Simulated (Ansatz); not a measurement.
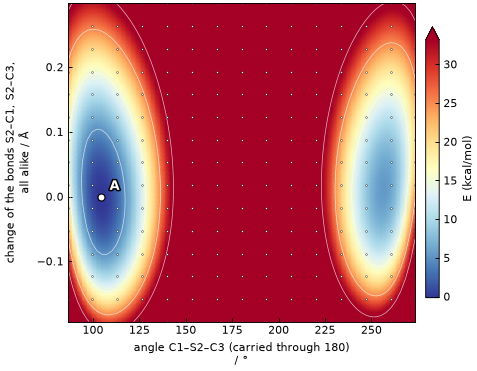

C2H4S2, SMILES CSC=S. 
- Coordinates scanned: (1) angle C1–S2–C3 (carried through 180); (2) change of the bonds S2–C1, S2–C3, all alike.
- Nothing is relaxed (all other coordinates rigid).
- Grid: 15 × 15 points.
- Points are written as (first, second).
- Energies are in kcal/mol, from the relaxed molecule at the same level.
- All numbers below come from RHF/def2-TZVP (Ansatz 0.2.0).

The picture shows a smooth colour map with a few white contour lines, dots at the grid points, one colour for all values above the top of the scale, the well A. Between grid points the surface is interpolated.

### Estimate the position of the minimum and the force constants in these coordinates. Take the well at A.

The interpolated minimum is at the first coordinate ≈ 104.5°, the second coordinate ≈ 0.000 Å. The curvatures there are about 12 eV/rad² and 49 eV/Å², with a cross term of about 3.7 eV/(rad·Å). Round the minimum the valley is somewhat tilted: raising the first coordinate shifts the best value of the second coordinate downwards (coupling k₁₂/√(k₁₁k₂₂) about 0.2). (1 eV is 23.1 kcal/mol.)
